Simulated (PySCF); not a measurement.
System: C6H15BFN.

The calculation's input:

```
{"job": {"kind": "nmr", "xc": "PBE0", "basis": "pcSseg-1"}, "charge": 0, "multiplicity": 1}
C      2.595628     0.937544     0.095429
C      1.650935     0.431361     0.872675
C      0.926046    -0.847739     0.619659
C     -0.448667    -0.671477    -0.078235
C     -0.211394    -0.357887    -1.562688
C     -1.171197    -2.023151     0.000386
B     -1.392551     0.463726     0.644191
N     -0.829362     1.956017     0.162633
F     -2.685781     0.485274     0.123546
H      2.933532     0.424946    -0.790278
H      3.091421     1.869308     0.318467
H      1.357343     0.957900     1.774289
H      1.545290    -1.506308     0.004788
H      0.752187    -1.335644     1.579865
H      0.241023    -1.212596    -2.065817
H     -1.158134    -0.144224    -2.054827
H      0.456341     0.493018    -1.694499
H     -1.372869    -2.286436     1.035942
H     -2.123120    -1.960332    -0.519776
H     -0.575371    -2.816204    -0.451572
H     -1.406902     0.457128     1.834751
H     -1.111589     2.053624    -0.808141
H     -1.260444     2.686461     0.718962
H      0.185900     1.965455     0.247808
```

Launched as:

```sh
OMP_NUM_THREADS=1 python probes_run.py task.json out
```

Geometry: GFN2-xTB.

The calculation used PySCF 2.14.0, PBE0/pcSseg-1, SCF density, gas phase, non-relativistic.

What can the converged electron density and electron localisation function tell about the bonding?

Answer. B–F (1.39 Å): the density is about 1.8 e/Å³ at the midpoint; the ELF peaks at about 0.85 between the atoms: a polar covalent bond.
C–B (1.64 Å): ρ at the midpoint is about 1.3 e/Å³; the ELF peaks at about 1 between the atoms (a shared electron pair).

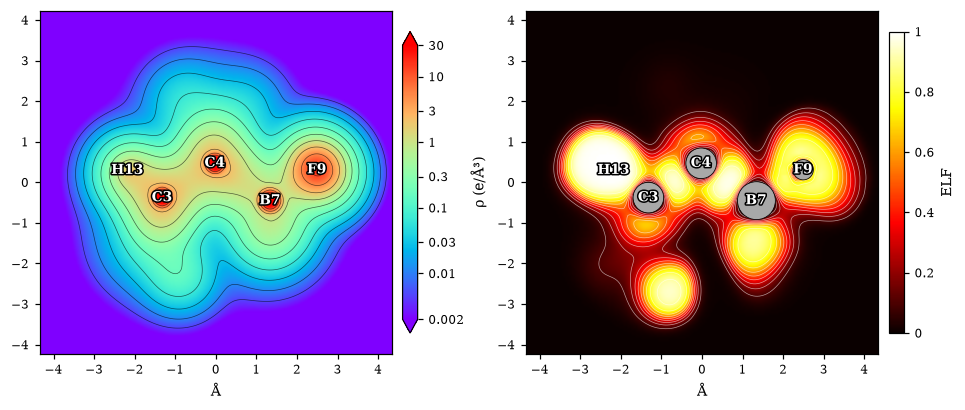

Computed electron density and electron localisation function on the plane of atoms C3, C4 and B7, in this order. Grey discs cover the atomic cores in the ELF map. 
